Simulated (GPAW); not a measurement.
# How SrCl2 absorbs and reflects light

Aim: the dielectric function of SrCl2, and the optical constants that follow from it.

Main program and level: GPAW 26.7.0; DFT, PBE, plane-wave PAW (GPAW data sets), scalar-relativistic, RPA, optical limit.

## (1) The structure

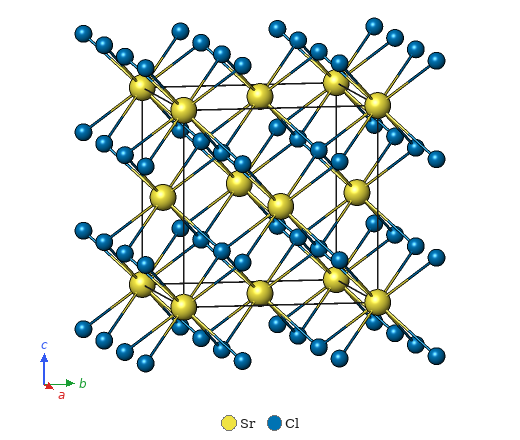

The starting structure, seen slightly off an axis (strontium yellow, chlorine blue). This picture shows the conventional cell, with its axes. Some periodic images of atoms are drawn too.

As a file:

```cif
data_structure
_symmetry_space_group_name_H-M 'P 1'
_symmetry_Int_Tables_number 1
_cell_length_a 4.9333
_cell_length_b 4.9333
_cell_length_c 4.9333
_cell_angle_alpha 60.000
_cell_angle_beta 60.000
_cell_angle_gamma 60.000
_cell_volume 84.90
loop_
_atom_site_label
_atom_site_type_symbol
_atom_site_fract_x
_atom_site_fract_y
_atom_site_fract_z
_atom_site_occupancy
Sr1 Sr 0.00000 0.00000 0.00000 1
Cl2 Cl 0.75000 0.75000 0.75000 1
Cl3 Cl 0.25000 0.25000 0.25000 1
```

## (2) Bands for the response

The response needs many more empty bands than the density does.

This step: DFT, PBE, plane-wave PAW (GPAW data sets), scalar-relativistic, bands at fixed density (GPAW 26.7.0).

File nscf.py:

```python
from ase.dft.bandgap import bandgap
from gpaw import GPAW, FermiDirac

calc = GPAW('gs.gpw').fixed_density(kpts={'size': (8, 8, 8), 'gamma': True}, nbands=79, convergence={'bands': 73},
                                    occupations=FermiDirac(0.001), txt='nscf.txt')
print('gap (eV)', bandgap(calc, output=None)[0])
print('direct gap (eV)', bandgap(calc, direct=True, output=None)[0])
print('top band over the Fermi level (eV)', min(calc.get_eigenvalues(kpt=k)[72] for k in range(len(calc.get_ibz_k_points()))) - calc.get_fermi_level())
calc.write('full.gpw', mode='all')
```

Launch:

```bash
$ OMP_NUM_THREADS=1 python nscf.py
```

Numbers of over 12 decimals in the logs are rounded to 6 here.

The log of the run:

```text
Diagonalizing LCAO Hamiltonian
Converting LCAO to pw mode
convergence criteria:
- Maximum integral of absolute [eigenst]ate change: 4e-08 eV^2 / valence electron
maximum number of iterations: 150

SCF iterations
|iter     |      energy | eigst |  dens |
|iter:   1||             | +3.95 |       |
|iter:   2||             | +2.78 |       |
|iter:   3||             | +1.75 |       |
|iter:   4||             | +0.80 |       |
|iter:   5||             | +0.13 |       |
|iter:   6||             | -0.50 |       |
|iter:   7||             | -1.17 |       |
|iter:   8||             | -1.72 |       |
|iter:   9||             | -2.34 |       |
|iter:  10||             | -2.87 |       |
|iter:  11||             | -3.45 |       |
|iter:  12||             | -3.91 |       |
|iter:  13||             | -4.39 |       |
|iter:  14||             | -4.81 |       |
|iter:  15||             | -5.23 |       |
|iter:  16||             | -5.59 |       |
|iter:  17||             | -6.00 |       |
|iter:  18||             | -6.37 |       |
|iter:  19||             | -6.79 |       |
|iter:  20||             | -7.12 |       |
|iter:  21||             | -7.56c|       |
SCF steps: 21
  __  _  _
 | _ |_)|_||  |
 |__||  | ||/\| - 26.7.0

Versions:
  Python: 3.12.14
  ASE:    3.29.0
  Numpy:  2.5.5
  Scipy:  1.18.1
  Libxc:  7.0.0

Input parameters:
  mode=PW(ecut=500.0),
  convergence={'bands': 73},
  gpts=array([27, 27, 27]),
  kpts=MonkhorstPack(size=(8, 8, 8), gamma=True),
  maxiter=150,
  nbands=79,
  occupations=Occupations(name='fermi-dirac', width=0.001, fixmagmom=False),
  parallel={},
  xc=XC(name='PBE')

--- standard output ---
gap (eV) 5.345544
direct gap (eV) 5.520842
top band over the Fermi level (eV) 39.445482
```

Wall time 3.5 min (1 thread of Arm Neoverse V1, shared host); peak memory 0.25 GiB.

This step gave:

| Property | Result |
| --- | --- |
| gap on the k-mesh | 5.346 eV |
| direct gap on the mesh | 5.521 eV |

## (3) Dielectric function, RPA

Transitions between filled and empty bands, summed over the zone, give the optical response, so mesh, band count and broadening shape it.

The induced potential is part of this response.

This step: DFT, PBE, plane-wave PAW (GPAW data sets), scalar-relativistic, RPA, optical limit (GPAW 26.7.0).

File df.py:

```python
from gpaw.response.df import DielectricFunction

df = DielectricFunction('full.gpw', frequencies={'type': 'nonlinear', 'domega0': 0.03, 'omega2': 8},
                        ecut=50,
                        eta=0.15,
                        nbands=73,
                        txt='df.txt')
for direction in ['x']:
    df.get_dielectric_function(xc='RPA', direction=direction, filename=f'df_{direction}.csv')
```

Launch:

```bash
$ OMP_NUM_THREADS=1 python df.py
```

The log of the run:

```text
Using integrator: PointIntegrator
NonLinearFrequencyDescriptor(from 0.000 to 77.986 eV, 517 points)
Nonperiodic BCs:  [False False False]
Using integrator: PointIntegrator
NonLinearFrequencyDescriptor(from 0.000 to 77.986 eV, 517 points)
Nonperiodic BCs:  [False False False]

Calculating chi0 body with:
    Ground state adapter containing:
    Number of spins: 1
    Number of kpoints: 512
    Number of irreducible kpoints: 29
    Number of completely occupied states: 12
    Number of partially occupied states: 12

    Linear response parametrization:
    q_c: [0.0, 0.0, 0.0]
    Number of frequency points: 517
    Planewave cutoff: 50.0
    Number of bands: 73
    Number of planewaves: 65
    Broadening (eta): 0.15

Integrating chi0 body.

Symmetries of q_c:
    Direct symmetries (Uq -> q): 48
    Indirect symmetries (TUq -> q): 0
In total 48 allowed symmetries.

29 groups of equivalent kpoints. 94.3359375% reduction.

Integral kind: spectral function

Calculating chi0 optical extensions with:
    Ground state adapter containing:
    Number of spins: 1
    Number of kpoints: 512
    Number of irreducible kpoints: 29
    Number of completely occupied states: 12
    Number of partially occupied states: 12

    Linear response parametrization:
    Number of frequency points: 517
    Planewave cutoff: 50.0
    Number of bands: 73
    Number of planewaves: 65
    Broadening (eta): 0.15
Integrating chi0 head and wings.

Symmetries of q_c:
    Direct symmetries (Uq -> q): 48
    Indirect symmetries (TUq -> q): 0
In total 48 allowed symmetries.

29 groups of equivalent kpoints. 94.3359375% reduction.

Integral kind: spectral function wings
```

The job ended after 24 s (1 thread; peak memory 0.32 GiB).

Read-outs, printed or worked out from the files:

| Item | Value |
| --- | --- |
| electronic dielectric constant ε∞, mean over x, y and z (by symmetry where fewer were run) | 2.726 |
| main peak of Im epsilon, first axis | 7.662 eV |

Some rows of df_x.csv (energy; Re and Im without local fields; Re and Im with them):

```text
0.000000, 3.201754, -0.000000, 2.726237, -0.000000
0.429336, 3.206465, 0.003306, 2.729761, 0.002473
0.878195, 3.221642, 0.006884, 2.741113, 0.005149
1.347938, 3.249369, 0.010913, 2.761851, 0.008162
1.840057, 3.292705, 0.015659, 2.794261, 0.011710
2.356191, 3.356274, 0.021547, 2.841800, 0.016113
2.898142, 3.447351, 0.029310, 2.909911, 0.021921
3.467895, 3.578109, 0.040347, 3.007724, 0.030191
4.067647, 3.770831, 0.057728, 3.152031, 0.043270
4.699832, 4.072679, 0.089906, 3.378792, 0.067780
5.367152, 4.617028, 0.178497, 3.793076, 0.138761
6.072622, 5.628788, 0.954150, 4.535539, 0.818372
6.819608, 6.372684, 2.237895, 4.895152, 1.627392
7.611886, 4.420306, 7.166868, 4.069561, 4.877733
8.453705, 0.730824, 4.765279, 1.246156, 3.858437
9.349861, 1.429843, 3.830309, 1.349575, 2.805447
10.305790, 0.107772, 2.228254, 0.173550, 2.010643
11.327680, 1.111203, 2.206190, 0.893318, 1.477314
12.422601, 0.562288, 2.356123, 0.805657, 1.427581
13.598673, 0.341145, 1.565597, 0.539426, 1.068246
```

Values under the direct gap are tails of Lorentzian lines. Table of Im ε, E ∥ x by photon energy; read off at these points:

```tsv
photon energy (eV)	Im ε, E ∥ x
0.0	0
1.0	0.00590
2.0	0.0130
3.0	0.0232
4.0	0.0415
5.0	0.0885
6.0	0.640
7.0	2.10
7.7	4.88
8.0	4.52
9.0	2.50
9.7	3.05
10.0	2.65
11.0	1.41
12.0	1.42
13.0	1.52
```

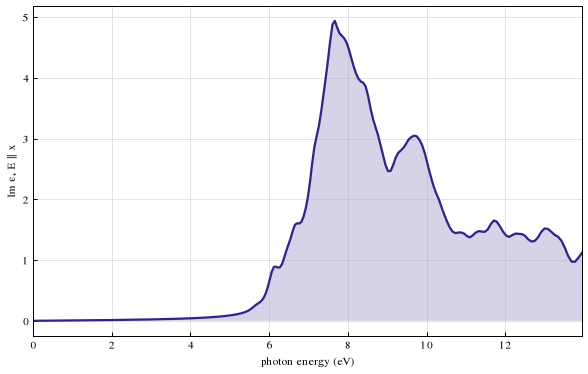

Im ε, E ∥ x against photon energy.

Re ε, E ∥ x against photon energy:

```tsv
photon energy (eV)	Re ε, E ∥ x
0	2.73
1	2.75
2	2.81
3	2.93
4	3.13
5	3.53
6	4.54
7	5.30
8	2.19
9	1.08
10	0.231
11	0.712
12	0.746
13	0.841
```

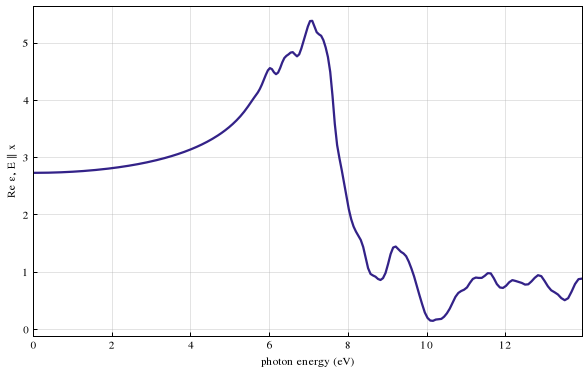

Re ε, E ∥ x, plotted against photon energy.

The reflectivity at normal incidence, E ∥ x has structure finer than the step of the table below, so its rows give means over 1 eV, whole bins alone (the curve runs from 0 to 14.0 eV). Peaks (eV: height): 7.7: 23.5, 10.0: 20.8, 13.4: 10.1.

Table of reflectivity at normal incidence, E ∥ x by photon energy; means over each step:

```tsv
photon energy (eV)	reflectivity at normal incidence, E ∥ x (%)
1	6.12
2	6.38
3	6.88
4	7.76
5	9.43
6	12.9
7	17.8
8	22.3
9	17.0
10	18.8
11	10.00
12	9.15
13	8.99
```

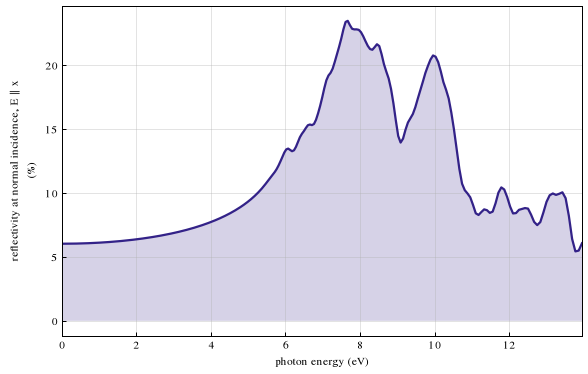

Reflectivity at normal incidence, E ∥ x against photon energy.

Refractive index n and extinction k against photon energy:

```tsv
photon energy (eV)	n	k
0	1.65	0
1	1.66	0.00178
2	1.68	0.00388
3	1.71	0.00678
4	1.77	0.0117
5	1.88	0.0236
6	2.14	0.150
7	2.35	0.448
8	1.90	1.19
9	1.38	0.907
10	1.20	1.10
11	1.07	0.659
12	1.08	0.656
13	1.14	0.669
```

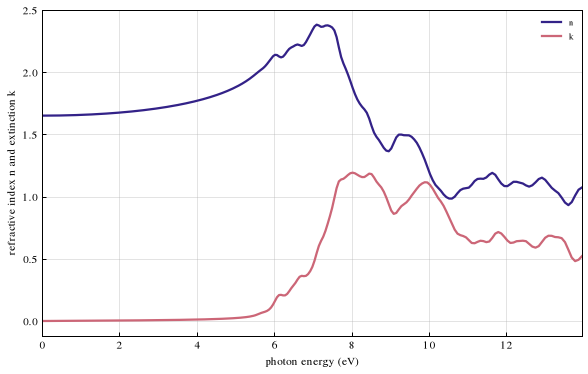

Refractive index n and extinction k against photon energy.

The loss function −Im 1/ε at q → 0, E ∥ x has structure finer than the step of the table below, so its rows give means over 0.5 eV, whole bins alone (the curve runs from 0 to 14.0 eV). Peaks (eV: height): 10.66: 0.620, 13.60: 0.746.

Values under the direct gap are tails of Lorentzian lines. The loss function −Im 1/ε at q → 0, E ∥ x by energy loss; means over each step:

```tsv
energy loss (eV)	loss function −Im 1/ε at q → 0, E ∥ x
0.5	3.9e-4
1.0	7.8e-4
1.5	0.00120
2.0	0.00165
2.5	0.00215
3.0	0.00272
3.5	0.00339
4.0	0.00423
4.5	0.00537
5.0	0.00717
5.5	0.0122
6.0	0.0307
6.5	0.0519
7.0	0.0689
7.5	0.110
8.0	0.180
8.5	0.250
9.0	0.316
9.5	0.293
10.0	0.382
10.5	0.567
11.0	0.553
11.5	0.482
12.0	0.529
12.5	0.537
13.0	0.522
13.5	0.669
```

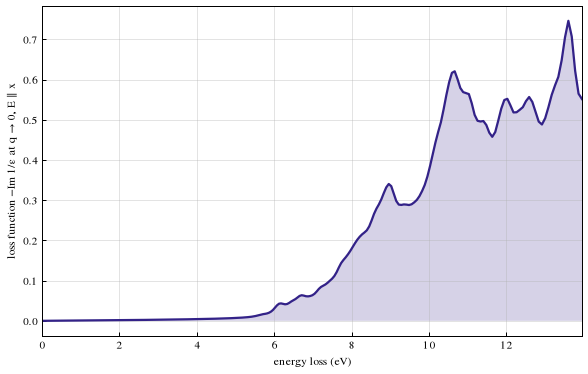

Loss function −Im 1/ε at q → 0, E ∥ x against energy loss.

From ε follow the optical constants at some laser and lamp lines:

```tsv
wavelength (nm)	n	k	R (%)	1/α
1550	1.65	0.001	6.1	87 µm
1064	1.66	0.002	6.1	40 µm
633	1.67	0.004	6.4	13 µm
532	1.68	0.005	6.5	9.0 µm
405	1.71	0.007	6.9	4.6 µm
248	1.88	0.024	9.3	838 nm
193	2.20	0.256	14.5	60 nm
```

Below the direct gap, k and the depth come from the tails of the Lorentzian lines, not from transitions.

Rows near the edge hang on the gap, which this functional as a rule makes too small, and phonon-assisted absorption is left out.

## (4) What came out

* electronic dielectric constant ε∞, mean over x, y and z (by symmetry where fewer were run) (RPA): 2.73
* main peak of Im epsilon, first axis: 7.66 eV

In words: At this level (PBE, RPA) SrCl2 has ε∞ = 2.73 and n = 1.65 at 1550 nm, and Im ε peaks at 7.7 eV. On the mesh the gap is 5.35 eV and the least direct gap 5.52 eV, so on this mesh the band edges lie at different points. Local fields change the static value along x from 3.20 to 2.73 (-15 %). Distinct maxima of Im ε, read by a parabola through the highest points, lie at 7.66 eV (4.9), 9.70 eV (3.0), 11.73 eV (1.7) and 13.03 eV (1.5). Excitons and phonon-assisted transitions are missing; PBE gaps are as a rule too small, which pulls the onset down and ε∞ up. The sum runs over mesh points, so small or evenly spaced maxima can still be ripples of the mesh.

[Machine, clock and banner lines and Python warnings are left out of the logs.]

[Logs are printed without paths, hosts, clocks, repeated set-up lines and the standing remarks that a program may print on its own settings, such as how far it seeks lower states.]

[Hosts, paths, dates, database ids (printed as entryN), source tags and the programs' standing remarks are cut or masked in the printed files.]
